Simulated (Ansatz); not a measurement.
The end point of a relaxation of Sr. Space group Fm-3m (No. 225), fcc (Cu type). All values below come from PBE (plane waves to 420 eV, PAW, scalar-relativistic; Ansatz, a quantum-chemistry and plane-wave program).

```cif
data_Sr4
_chemical_formula_sum 'Sr4'
_space_group_name_H-M_alt 'Fm-3m'
_space_group_IT_number 225
_space_group_name_Hall '-F 4 2 3'
_cell_length_a 6.03049
_cell_length_b 6.03049
_cell_length_c 6.03049
_cell_angle_alpha 90.000
_cell_angle_beta 90.000
_cell_angle_gamma 90.000
loop_
_atom_site_label
_atom_site_type_symbol
_atom_site_symmetry_multiplicity
_atom_site_Wyckoff_symbol
_atom_site_fract_x
_atom_site_fract_y
_atom_site_fract_z
_atom_site_occupancy
Sr1 Sr 4 b 0.50000 0.50000 0.50000 1
```
(The calculation used a cell of 1 atom; values per cell refer to that cell.)

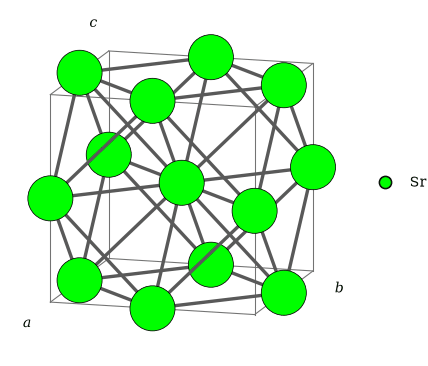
Fig. 1. The conventional cell of the relaxed structure

```yaml
volume_per_atom: 54.83 Å³
band_gap: no gap on the sampled points, where the bands overlap only slightly; such a result is sensitive to mesh and level
shortest_distances: 
k-mesh: 13×13×13
```

Band energies at high-symmetry points (eV from the Fermi level; labels of this space group; no spin-orbit coupling), from −5 eV up to 1.9 eV:

```
point         energies
-----  ---------------
Γ                -3.66
X      -0.65 0.34 1.04
U      -0.10 0.23 0.83
K      -0.10 0.23 0.83
L           -1.13 0.06
W       0.06 0.63 0.63
```

No spin polarisation in the result.

Measured for Sr: a 6.045 Å (static lattice; corrected from measurement; as listed in Gábor I. Csonka et al., Physical Review B (2009)). Computed minus measured — a: PBE -0.2 %. The computed values are for a static lattice.

The run could not lose the symmetry of its start.
